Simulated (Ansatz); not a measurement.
# C2HFO2: basis-set convergence

How large a basis does C2HFO2 need? Two functionals are run in growing sets.

Method: one geometry, several basis sets; program: Ansatz 0.2.0, Gaussian basis.

Levels to be run: PBE0-D4/def2-SVP; ωB97M-V/def2-SVP; PBE0-D4/def2-QZVPP; ωB97M-V/def2-QZVPP; the functionals' def2-TZVPP values are taken from earlier runs.

## 1. The geometry

An earlier PBE0-D4 in a triple-zeta def2 set relaxation fixed the geometry.

6 atoms, charge 0, spin multiplicity 1.

Atoms are counted from 1 here; the program's logs count them from 0.

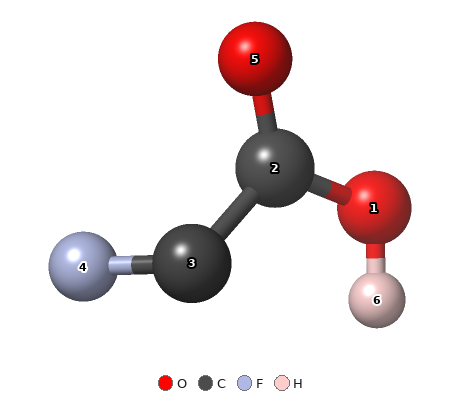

The geometry (oxygen red, carbon dark grey, fluorine light blue, hydrogen pink); atoms are numbered from 1 in the order of the file.

## 2. PBE0-D4 in def2-SVP

in.yaml

```yaml
crystal:
  periodic: [false, false, false]
  atoms:
    - {symbol: O, position_ang: [-0.157596, 0.553714, 1.227389]}
    - {symbol: C, position_ang: [0.452981, 0.014615, 0.176317]}
    - {symbol: C, position_ang: [-0.224764, 0.034808, -1.160191]}
    - {symbol: F, position_ang: [-0.580915, -1.177535, -1.453762]}
    - {symbol: O, position_ang: [1.594055, -0.350530, 0.180622]}
    - {symbol: H, position_ang: [-1.041660, 0.860827, 0.983426]}
basis:
  gaussian: {orbitals: def2-SVP}
hamiltonian: {xc: pbe0, dispersion: d4}
output: {orbitals: {seedname: orbitals}}
```

The run is started by

```console
ansatz run in.yaml --threads 2 --pin off --events-out ev --progress --plain --max-ram 4352MiB
```

The log of the run:

```text
Functional definition: PBE0
  name "PBE0"
  cite "Adamo & Barone, J. Chem. Phys. 110, 6158 (1999) doi:10.1063/1.478522"
  cite "Perdew, Burke & Ernzerhof, Phys. Rev. Lett. 77, 3865 (1996) doi:10.1103/PhysRevLett.77.3865"
  parent pbe
  parameter a = 0.25
  parameter kappa = 0.804
  parameter beta = 0.06672455060314922
  exchange = (1 - a)*pbe_x(kappa = kappa, mu = beta*pi^2/3) + a*exact_x
  correlation = pbe_c(beta = beta)
808 factors; their error is unknown
mean field evaluation 1: about -8877.0617 eV, gradient 4.9e1 eV
mean field evaluation 2: about -8849.8962 eV, gradient 1.2e2 eV
mean field evaluation 4: about -8881.1874 eV, gradient 8.1e0 eV
mean field evaluation 8: about -8881.3092 eV, gradient 2.1e-1 eV
mean field evaluation 16: about -8881.3158 eV, gradient 4.6e-4 eV
mean field -8881.31580126 eV, -326.3823357242 hartree, gradient 1.6e-5 eV, S^2 0.000000; 0 other end points of the search recorded, 0 dependent functions left out
reference -8881.31581413 eV, -326.3823361970 hartree; 19, 19 occupied and 56, 56 virtual orbitals, 808 factors
Total energy: -8881.39146635 eV, -326.3851163648 hartree
```

It took 0.85 s on 2 threads of Arm Neoverse V1, shared host.

## 3. ωB97M-V in def2-SVP

Changes to in.yaml since step 2:

```diff
@@ -11,3 +11,3 @@
   gaussian: {orbitals: def2-SVP}
-hamiltonian: {xc: pbe0, dispersion: d4}
+hamiltonian: {xc: {name: wB97M-V}}
 output: {orbitals: {seedname: orbitals}}
```

The command is unchanged.

The log of the run, shortened:

```text
Functional definition: wB97M-V
  name "wB97M-V"
  cite "Mardirossian & Head-Gordon, J. Chem. Phys. 144, 214110 (2016) doi:10.1063/1.4952647"
  cite "Becke, J. Chem. Phys. 107, 8554 (1997) doi:10.1063/1.475007"
  cite "Vydrov & Van Voorhis, J. Chem. Phys. 133, 244103 (2010) doi:10.1063/1.3521275"
  # Of w^i u^j: cxij and so on, Table III.
[...]
  gx(w, u) = 1 - cx + cx01*u + cx10*w
  gss(w, u) = css00 + css04*u^4 + css10*w + css20*w^2 + css43*w^4*u^3
  gos(w, u) = cos00 + cos10*w + (cos20 + cos21*u)*w^2 + (cos60 + cos61*u)*w^6
[...]
      + integral(e_c_pw_mod_opposite_spin*gos(b97_w_opposite, b97_u_opposite)) + vv10(b, c)
808 factors; their error is unknown
146 factors; integrals over basis functions are off by at most 9.0e-6 eV
[...]
mean field -8888.21457669 eV, -326.6358610451 hartree, gradient 3.6e-5 eV, S^2 0.000000; 0 other end points of the search recorded, 0 dependent functions left out
reference -8888.21459883 eV, -326.6358618587 hartree; 19, 19 occupied and 56, 56 virtual orbitals, 808 factors
Total energy: -8888.21459883 eV, -326.6358618587 hartree
```

Run time: 3.7 s. Hardware: 2 threads of Arm Neoverse V1, shared host.

## 4. PBE0-D4 in def2-QZVPP

Changes to in.yaml since step 3:

```diff
@@ -10,4 +10,4 @@
 basis:
-  gaussian: {orbitals: def2-SVP}
-hamiltonian: {xc: {name: wB97M-V}}
+  gaussian: {orbitals: "def2-QZVPP.json"}
+hamiltonian: {xc: pbe0, dispersion: d4}
 output: {orbitals: {seedname: orbitals}}
```

The command is unchanged.

The log of the run:

```text
Functional definition: PBE0
  name "PBE0"
  cite "Adamo & Barone, J. Chem. Phys. 110, 6158 (1999) doi:10.1063/1.478522"
  cite "Perdew, Burke & Ernzerhof, Phys. Rev. Lett. 77, 3865 (1996) doi:10.1103/PhysRevLett.77.3865"
  parent pbe
  parameter a = 0.25
  parameter kappa = 0.804
  parameter beta = 0.06672455060314922
  exchange = (1 - a)*pbe_x(kappa = kappa, mu = beta*pi^2/3) + a*exact_x
  correlation = pbe_c(beta = beta)
943 factors; their error is unknown
mean field evaluation 1: about -8887.4193 eV, gradient 5.6e1 eV
mean field evaluation 2: about -8860.2394 eV, gradient 1.3e2 eV
mean field evaluation 4: about -8892.2911 eV, gradient 9.4e0 eV
mean field evaluation 8: about -8892.4378 eV, gradient 7.1e-2 eV
mean field evaluation 16: about -8892.4429 eV, gradient 2.9e-4 eV
mean field -8892.44286054 eV, -326.7912476107 hartree, gradient 1.6e-5 eV, S^2 0.000000; 0 other end points of the search recorded, 0 dependent functions left out
reference -8892.44288605 eV, -326.7912485480 hartree; 19, 19 occupied and 296, 296 virtual orbitals, 943 factors
Total energy: -8892.51853827 eV, -326.7940287158 hartree
```

Wall time 5 s (2 threads of Arm Neoverse V1, shared host); peak memory 0.76 GiB.

## 5. ωB97M-V in def2-QZVPP

Changes to in.yaml since step 4:

```diff
@@ -11,3 +11,3 @@
   gaussian: {orbitals: "def2-QZVPP.json"}
-hamiltonian: {xc: pbe0, dispersion: d4}
+hamiltonian: {xc: {name: wB97M-V}}
 output: {orbitals: {seedname: orbitals}}
```

The command is unchanged.

The log of the run, shortened:

```text
Functional definition: wB97M-V
  name "wB97M-V"
  cite "Mardirossian & Head-Gordon, J. Chem. Phys. 144, 214110 (2016) doi:10.1063/1.4952647"
  cite "Becke, J. Chem. Phys. 107, 8554 (1997) doi:10.1063/1.475007"
  cite "Vydrov & Van Voorhis, J. Chem. Phys. 133, 244103 (2010) doi:10.1063/1.3521275"
  # Of w^i u^j: cxij and so on, Table III.
[...]
  gx(w, u) = 1 - cx + cx01*u + cx10*w
  gss(w, u) = css00 + css04*u^4 + css10*w + css20*w^2 + css43*w^4*u^3
  gos(w, u) = cos00 + cos10*w + (cos20 + cos21*u)*w^2 + (cos60 + cos61*u)*w^6
[...]
      + integral(e_c_pw_mod_opposite_spin*gos(b97_w_opposite, b97_u_opposite)) + vv10(b, c)
943 factors; their error is unknown
209 factors; integrals over basis functions are off by at most 9.0e-6 eV
[...]
mean field -8899.58811045 eV, -327.0538307017 hartree, gradient 3.3e-5 eV, S^2 0.000000; 0 other end points of the search recorded, 0 dependent functions left out
reference -8899.58815059 eV, -327.0538321765 hartree; 19, 19 occupied and 296, 296 virtual orbitals, 943 factors
Total energy: -8899.58815059 eV, -327.0538321765 hartree
```

Run time: 14 s. Hardware: 2 threads of Arm Neoverse V1, shared host; peak memory 0.92 GiB.

## 6. Functionals by basis

The def2-TZVPP values come from earlier runs at the same geometry.

```tsv
functional	basis	functions	energy (eV)	from the largest (eV)	HOMO (eV)	LUMO (eV)
PBE0-D4	def2-SVP	75	-8881.3915	11.127	-7.36	-3.20
PBE0-D4	def2-TZVPP	169	-8892.0515	0.467	-7.57	-3.33
PBE0-D4	def2-QZVPP	315	-8892.5185	0.000	-7.62	-3.38
ωB97M-V	def2-SVP	75	-8888.2146	11.374	-9.74	-0.77
ωB97M-V	def2-TZVPP	169	-8899.1466	0.442	-10.01	-0.97
ωB97M-V	def2-QZVPP	315	-8899.5882	0.000	-10.05	-1.03
```

## 7. Summary of results

| quantity | value |
| --- | --- |
| PBE0-D4: double and triple zeta above quadruple | 11.13, 0.47 eV |
| ωB97M-V: double and triple zeta above quadruple | 11.37, 0.44 eV |

**Reading.** For PBE0-D4 the step from double to triple zeta gains 10.66 eV and the next only 0.47 eV. Total energies overstate the basis error of differences, where much of it tends to cancel.

For PBE0-D4 the largest set took about 6 times as long as the smallest (5 s against 0.85 s).
